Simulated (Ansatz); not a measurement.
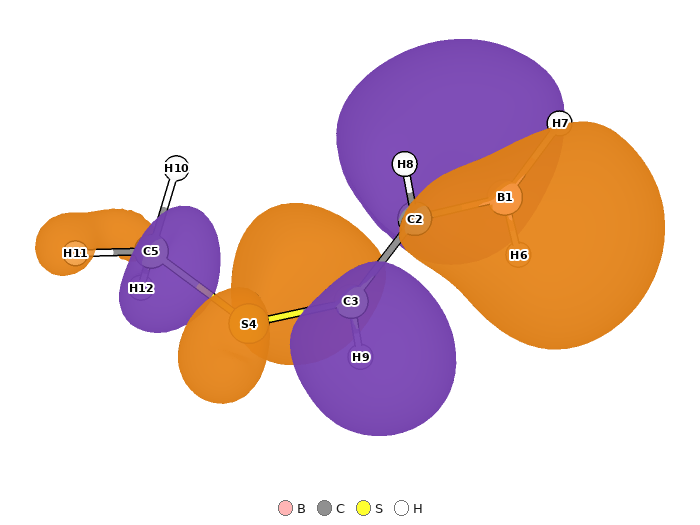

*C3H7BS (SMILES B/C=C/SC). The LUMO at ±0.06 Å⁻³ᐟ² (orange and purple are the two phases), seen at a tilt.*

Not at a stationary point (largest force 1.7 eV/Å).

These are results of Ansatz 0.2.0, SCF B3LYP, Gaussian basis, not measurements.

Input

```
crystal:
  periodic: [false, false, false]
  atoms:
    - { symbol: B, position_ang: [2.2861, 0.4946, 0.8133] }
    - { symbol: C, position_ang: [1.0033, -0.3659, 0.5541] }
    - { symbol: C, position_ang: [0.3983, -0.3726, -0.6375] }
    - { symbol: S, position_ang: [-1.0695, -1.371, -0.9054] }
    - { symbol: C, position_ang: [-2.2085, -0.0248, -0.4583] }
    - { symbol: H, position_ang: [2.7495, 1.1604, -0.0465] }
    - { symbol: H, position_ang: [2.797, 0.481, 1.8782] }
    - { symbol: H, position_ang: [0.6065, -0.9626, 1.3695] }
    - { symbol: H, position_ang: [0.7845, 0.2166, -1.465] }
    - { symbol: H, position_ang: [-2.0319, 0.2911, 0.5912] }
    - { symbol: H, position_ang: [-3.2527, -0.3864, -0.5541] }
    - { symbol: H, position_ang: [-2.0626, 0.8395, -1.1397] }
basis:
  gaussian:
    orbitals: def2-SVP
hamiltonian:
  xc: b3lyp
output:
  orbitals: {}
  forces: true
```

Run with:

```sh
python run_methods.py
```

**Where does this orbital lie, and at what energy?**

By Hirshfeld shares it lies mainly on B1 (about 40 %), C3 (about 25 %) and C2 (about 15 %). Its energy is −2.40 eV.
